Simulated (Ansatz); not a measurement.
**Fields on a plane of Fe (bcc, W type)**

```xyz
1
Lattice="-1.4159 1.4159 1.4159 1.4159 -1.4159 1.4159 1.4159 1.4159 -1.4159" Properties=species:S:1:pos:R:3 pbc="T T T"
Fe     0.0000     0.0000     0.0000
```

The slice is a {211} plane (indices of the conventional cell) through the point (0.000, 0.000, 0.000) (fractional), spanned by u = [111] and v = [1 0 -1] in vectors of this cell: u (2.45 Å) and v (4.00 Å, at 90° to u). It covers one period; positions are fractions (u, v).

Atoms on it: Fe at (0.00, 0.00).

Calculation: PBE (plane waves to 420 eV, PAW, scalar-relativistic; Ansatz, a program for electronic structure). k mesh 23×23×23. Inside the PAW spheres the values are not all-electron values, and peaks at nuclei hang on which shells count as valence. Fe was relaxed with its symmetry unable to fall. Relaxed Fe ends ferromagnetic. Other magnetic orders were not checked, so this need not be the ground state.

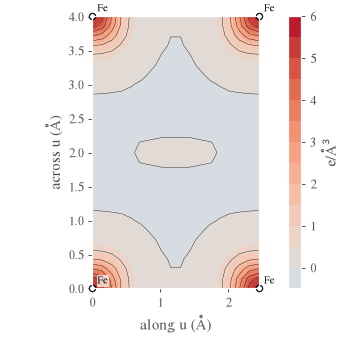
Fig. 1. Spin density, up minus down in e/Å³, one period of the plane, atoms marked. 

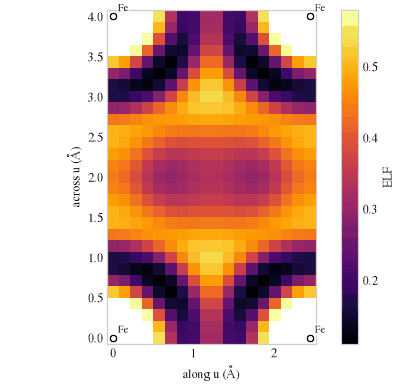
ELF of the down spins, one period of the plane, atoms marked. Points within 0.5 Å of a nucleus are left white, as the pseudised field means little there.

The density on the Fe–Fe line (2.45 Å) at its midpoint is 0.36 e/Å³. The ELF at that point comes out as 0.3.
